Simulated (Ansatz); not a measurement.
# RPA@PBE/cc-pVDZ run of GaCNCl2 (SMILES N#[C][Ga]([Cl])[Cl])

What is the energy change on altering one bond length of GaCNCl2 at RPA@PBE/cc-pVDZ? 

Program for the calculation: Ansatz 0.2.0.

74 further runs of the same task are left out: 1 that didn't finish, 73 set aside as unsound or not needed. Runs told in other sessions of the task aren't counted.

## Step 1: The molecule

GaCNCl2: 5 atoms, total charge 0, spin state singlet. SMILES: `N#[C][Ga]([Cl])[Cl]`. The shape is that of a PBE0-D4/def2-TZVP optimisation.

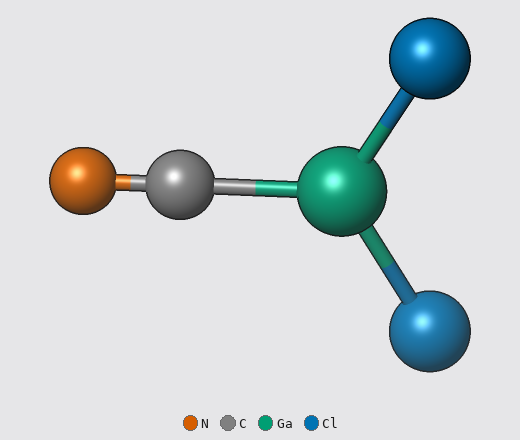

Viewed from a chosen angle; nitrogen orange, carbon grey, gallium teal, chlorine blue.

## Step 2: The energy at RPA@PBE/cc-pVDZ

Input file job.yaml:

```yaml
crystal:
  periodic: [false, false, false]
  atoms:
    - {symbol: "N", position_ang: [0.909600, -1.318100, 1.914000]}
    - {symbol: C, position_ang: [0.493500, -0.715000, 1.025200]}
    - {symbol: Ga, position_ang: [-0.199400, 0.288700, -0.455700]}
    - {symbol: Cl, position_ang: [-1.735500, -0.526200, -1.643200]}
    - {symbol: Cl, position_ang: [0.581700, 2.197000, -0.881800]}
basis:
  gaussian: {orbitals: cc-pVDZ}
total_charge: 0
hamiltonian: {xc: {name: PBE}}
correlation: {method: rpa, frozen_orbitals: {C: 1, Cl: 5, Ga: 9, "N": 1}}
accuracy: high
```

Run with:

```console
$ ansatz run job.yaml --threads 1 --pin off --max-ram 3480MiB --events-out events.jsonl --progress --plain --runs-dir runs
```

Log:

```text
Warning: RAYON_NUM_THREADS=1 ignored (pool sized by the plan → 1); use --threads N
Functional definition: PBE
  name "PBE"
  parameter kappa = 0.804
  parameter beta = 0.06672455060314922
  exchange = pbe_x(kappa = kappa, mu = beta*pi^2/3)
  correlation = pbe_c(beta = beta)
1994 factors; integrals over basis functions are off by at most 4.4e-9 eV
mean field evaluation 1: about -79925.5927 eV, gradient 4.6e1 eV
mean field evaluation 2: about -79925.5899 eV, gradient 4.6e1 eV
mean field evaluation 4: about -79929.1860 eV, gradient 2.6e1 eV
mean field evaluation 8: about -79930.9776 eV, gradient 5.2e-1 eV
mean field evaluation 16: about -79930.9780 eV, gradient 4.2e-5 eV
mean field -79930.97799695 eV, -2937.4092622251 hartree, gradient 1.3e-8 eV, S^2 0.000000; 0 other end points of the search recorded, 0 dependent functions left out
21 core orbitals not correlated: weight in the atoms' cores, before any rotation towards them, 1.000 or more for the frozen orbitals, at most 0.000 for the correlated occupied ones
reference -79855.04655026 eV, -2934.6188330274 hartree; 18, 18 occupied and 52, 52 virtual orbitals, 1994 factors
Total energy: -79881.03634530 eV, -2935.5739403788 hartree
```

It took 14 s on 1 thread of Intel Xeon Platinum 8375C at 2.90GHz (Ice Lake), shared host; peak memory 0.35 GiB.

## Step 3: The distorted shape

Input file molecule.yaml:

```yaml
crystal:
  periodic: [false, false, false]
  atoms:
    - {symbol: "N", position_ang: [1.117458, -1.619193, 2.358245]}
    - {symbol: C, position_ang: [0.701358, -1.016093, 1.469445]}
    - {symbol: Ga, position_ang: [-0.199400, 0.288700, -0.455700]}
    - {symbol: Cl, position_ang: [-1.735500, -0.526200, -1.643200]}
    - {symbol: Cl, position_ang: [0.581700, 2.197000, -0.881800]}
basis:
  gaussian:
    orbitals: cc-pVDZ
hamiltonian:
  xc: {name: PBE}
total_charge: 0
correlation:
  method: rpa
  frozen_orbitals: {C: 1, Cl: 5, Ga: 9, "N": 1}
accuracy: high
```

Run with:

```console
$ ansatz run molecule.yaml --threads 1 --pin off --max-ram 3480MiB --events-out events.jsonl --progress --plain --runs-dir runs
```

Log, shortened:

```text
Warning: RAYON_NUM_THREADS=1 ignored (pool sized by the plan → 1); use --threads N
[... 6 set-up lines as earlier in the session ...]
1965 factors; integrals over basis functions are off by at most 4.4e-9 eV
mean field evaluation 1: about -79922.3408 eV, gradient 5.1e1 eV
mean field evaluation 2: about -79922.3380 eV, gradient 5.1e1 eV
mean field evaluation 4: about -79927.8071 eV, gradient 2.4e1 eV
mean field evaluation 8: about -79929.7713 eV, gradient 1.0e0 eV
mean field evaluation 16: about -79929.7745 eV, gradient 1.1e-4 eV
mean field -79929.77452814 eV, -2937.3650355622 hartree, gradient 3.3e-8 eV, S^2 0.000000; 0 other end points of the search recorded, 0 dependent functions left out
21 core orbitals not correlated: weight in the atoms' cores, before any rotation towards them, 1.000 or more for the frozen orbitals, at most 0.000 for the correlated occupied ones
reference -79853.39358606 eV, -2934.5580877135 hartree; 18, 18 occupied and 52, 52 virtual orbitals, 1965 factors
Total energy: -79879.77258847 eV, -2935.5274981716 hartree
```

It took 14 s on 1 thread of Intel Xeon Platinum 8375C at 2.90GHz (Ice Lake), shared host; peak memory 0.34 GiB.

## Step 4: Summary of results

At RPA@PBE/cc-pVDZ, 21 core orbitals frozen:

| quantity | value |
| --- | --- |
| first shape: total energy | -2935.57394 Eh |
| first shape: RPA correlation energy (valence) | -955.1 mEh |
| distorted shape: total energy | -2935.52750 Eh |
| distorted shape: RPA correlation energy (valence) | -969.4 mEh |
| energy change with the C2–Ga3 bond stretched from 1.918 to 2.494 Å | 1.264 eV |

What this shows: With the C2–Ga3 bond stretched from 1.918 to 2.494 Å the energy rises by 1.26 eV (29 kcal/mol). The first shape isn't relaxed at this level, so the change isn't measured from a minimum.
